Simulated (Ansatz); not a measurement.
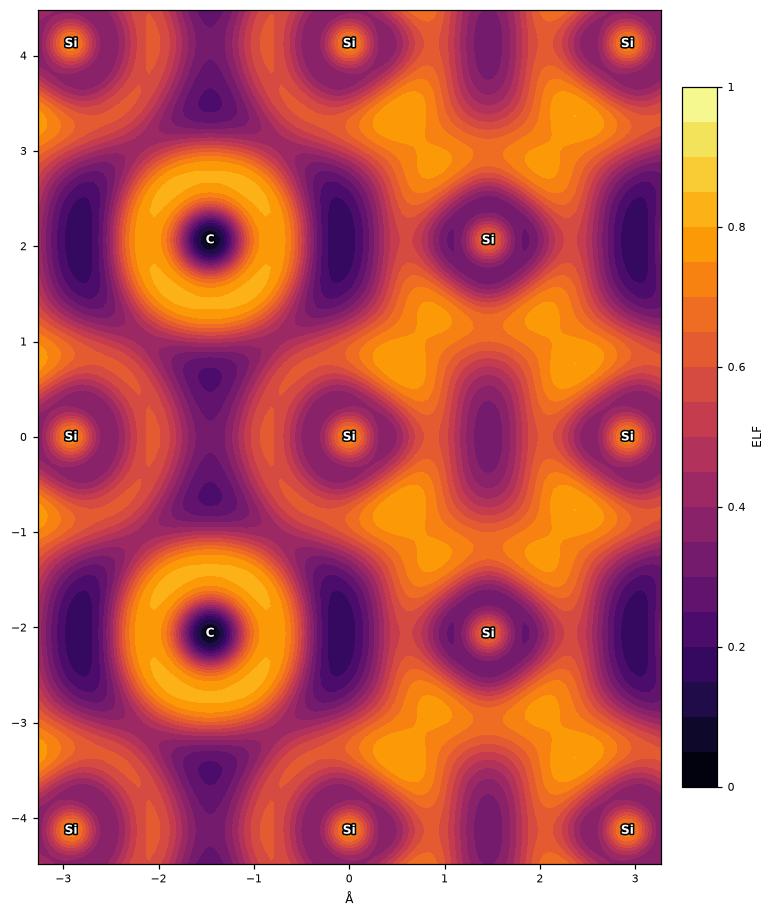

Si₃C. Electron localisation function on the (011) plane of the conventional cell.

Space group Fm-3m; a structure generated by program, which may or may not match a known phase.

Theory: Ansatz 0.2.0, DFT PBE, scalar-relativistic, plane waves, PAW.

In a PAW calculation such maps are meaningful between the atoms, not at the nuclei.

The calculation's input:

```
crystal:
  lattice:
    - [0.0, 2.9226097032, 2.9226097032]
    - [2.9226097032, 0.0, 2.9226097032]
    - [2.9226097032, 2.9226097032, 0.0]
  atoms:
    - { symbol: Si, position: [0.75, 0.75, 0.75] }
    - { symbol: Si, position: [0.25, 0.25, 0.25] }
    - { symbol: Si, position: [0.5, 0.5, 0.5] }
    - { symbol: C, position: [0.0, 0.0, 0.0] }
basis:
  ecutwfc: 420
kpoints:
  mp_grid: { grid: [14, 14, 14] }
hamiltonian:
  xc: pbe
scf:
  occupations: { method: gaussian, width: 0.1 }
output:
  forces: true
  stress: true
  eigenvalues: true
  write_density: true
  write_potential: true
  elf: true
  volumetric_format: npy
relax:
  adjacent_minimum: "off"
  f_tol: 0.01
  max_steps: 80
  cell: { stress_tol: 0.05 }
```

Run with:

```sh
ansatz run input.yaml --threads 1 --pin off --max-ram 2560MiB --backend cpu --events-out ev --progress --plain --runs-dir out
```

Below, planes, directions and counts refer to the conventional cell (a = 5.84 Å, b = 5.84 Å, c = 5.84 Å, α = 90.00°, β = 90.00°, γ = 90.00°).

The fields are those of the run's last geometry, not of the input's.

What do the fields say about this system?

Atoms in the plane: Si and C. Si–C (2.53 Å): the ELF peaks at about 0.80 in the valence shell of C, 0.7 Å from its nucleus, and drops to about 0.45 between the two atoms. Si–Si (2.53 Å): the ELF peaks at about 0.80 between the atoms.
